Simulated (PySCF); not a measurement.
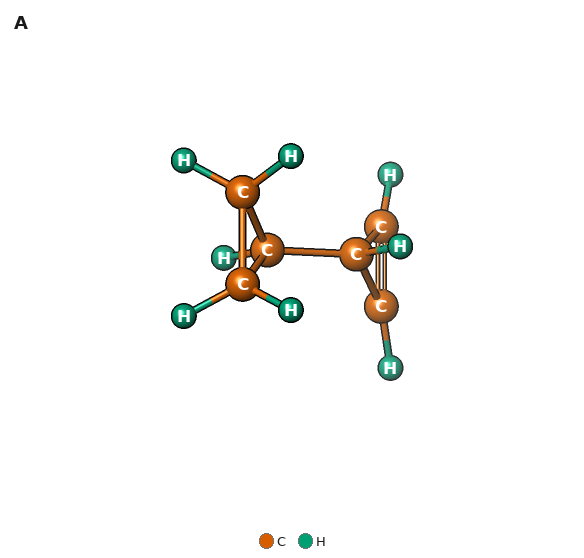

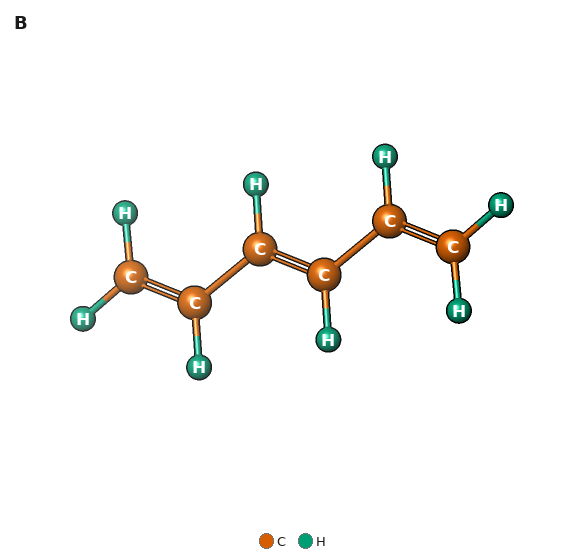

2 stationary structures of one formula. Geometries: GFN2-xTB. Electronic energies: PBE0/pcSseg-1 (PySCF 2.14.0), without zero-point energy. No frequency run is at hand to confirm each as a minimum. Each is one conformer, not always the lowest.

**Rank them by energy, lowest first.**

B is lowest; A lies 171.2 kJ/mol above it. A is `C1=CC1C1CC1`, B is `C=C/C=C/C=C`.
